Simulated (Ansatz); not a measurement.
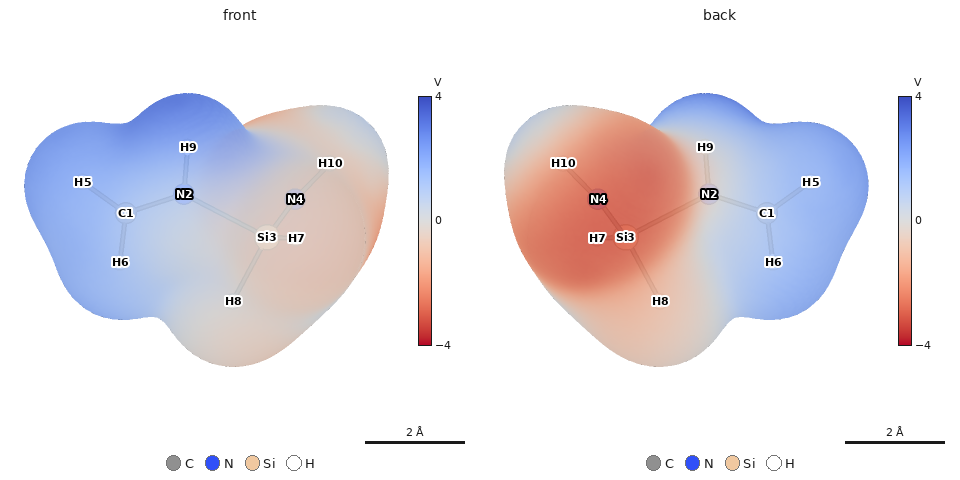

Figure. CH6N2Si. The molecular electrostatic potential painted on the density surface at 0.002 e/bohr³, seen from the front and from behind; the colour scale runs from red (negative) to blue (positive).

Level of theory: RKS PBE0-D4/6-31G* (Ansatz).

```yaml
atoms:
  - { symbol: C, position_ang: [-1.6481, 0.6147, -0.7768] }
  - { symbol: N, position_ang: [-0.6354, 0.8401, -0.0378] }
  - { symbol: Si, position_ang: [0.5911, -0.5364, 0.6853] }
  - { symbol: N, position_ang: [1.8799, -0.6448, -0.2897] }
  - { symbol: H, position_ang: [-2.1493, 1.3983, -1.3437] }
  - { symbol: H, position_ang: [-2.0131, -0.4084, -0.8470] }
  - { symbol: H, position_ang: [0.5352, 0.0038, 2.0913] }
  - { symbol: H, position_ang: [-0.4415, -1.6066, 0.5403] }
  - { symbol: H, position_ang: [-0.3015, 1.8036, -0.0266] }
  - { symbol: H, position_ang: [2.7326, -0.1389, -0.0764] }
```

### Describe the electrostatic potential map.

The most negative region (about −3.0 V, or −69 kcal/mol for a unit charge) lies over N4, the most positive (about +2.9 V, or +67 kcal/mol for a unit charge) over H9. N4 is the likeliest acceptor of a hydrogen bond.
